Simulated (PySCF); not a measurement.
Electron detachment energy of Bi⁻ ([Xe] 4f¹⁴ 5d¹⁰ 6s² 6p⁴ → [Xe] 4f¹⁴ 5d¹⁰ 6s² 6p³). PySCF, aug-cc-pwCVDZ-PP with a 60-electron core potential, unrestricted single determinants, no spin-orbit coupling. Methods marked “valence” freeze 18 core electrons; methods marked “subvalence” freeze no core electrons.

By method:

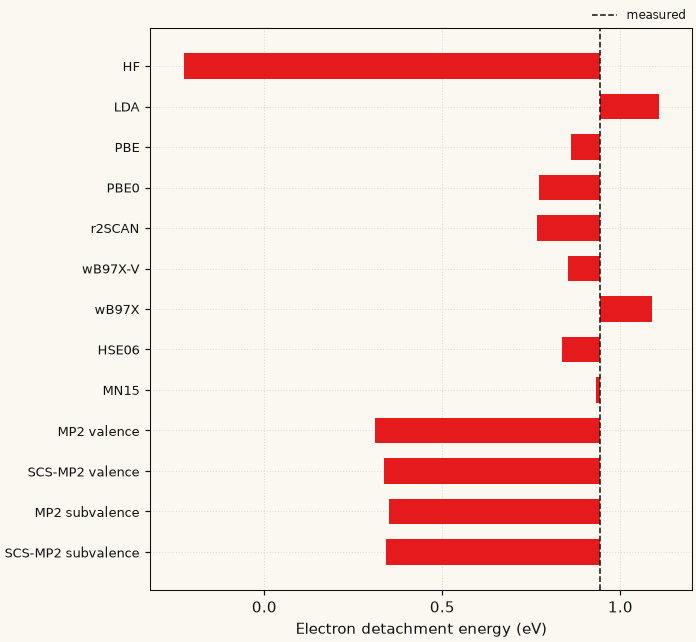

```tsv
Method	Electron detachment energy (eV)
HF	−0.23
LDA	1.11
PBE	0.86
PBE0	0.77
r2SCAN	0.76
wB97X-V	0.85
wB97X	1.09
HSE06	0.84
MN15	0.93
MP2 valence	0.31
SCS-MP2 valence	0.34
MP2 subvalence	0.35
SCS-MP2 subvalence	0.34
```

The values run from −0.23 eV (HF) to 1.11 eV (LDA). The measured value is 0.94 eV; nearest to it come MN15 (−0.01) and PBE (−0.08), furthest HF (−1.17 eV).

Caveat: highest occupied orbital is unbound; spin-orbit shift not estimated.
